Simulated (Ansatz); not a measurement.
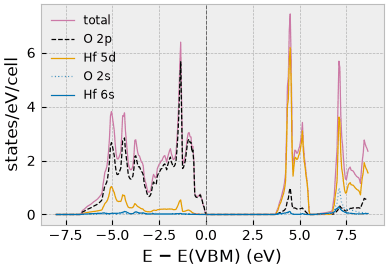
*Total and projected density of states of HfO2 (fluorite, Fm-3m), plane-wave PAW PBEsol (Ansatz code)*

Question: Which orbitals carry the states next to the gap?

Answer: Top 1 eV of the valence band: O 2p 93 %. Bottom 1 eV of the conduction band: Hf 5d 83 %, O 2p 13 %. Projections are on Löwdin-orthogonalised atomic valence shells; empty p or d shells of many metals are not among them.

Question: Where is the tallest occupied peak in this window, and what makes it?

Answer: Near -1.3 eV, about 6.4 states/eV per cell; the largest projected share is O 2p.

This is a known high-temperature phase of the composition, computed here at zero pressure and temperature. The PBEsol relaxation kept the symmetry of its start; whether a distortion lowers the energy is not shown. The run is not spin-polarised. Scalar-relativistic: spin–orbit coupling is off unless named, which matters more the heavier the elements.

Potentials: the later of the program's two PAW sets.
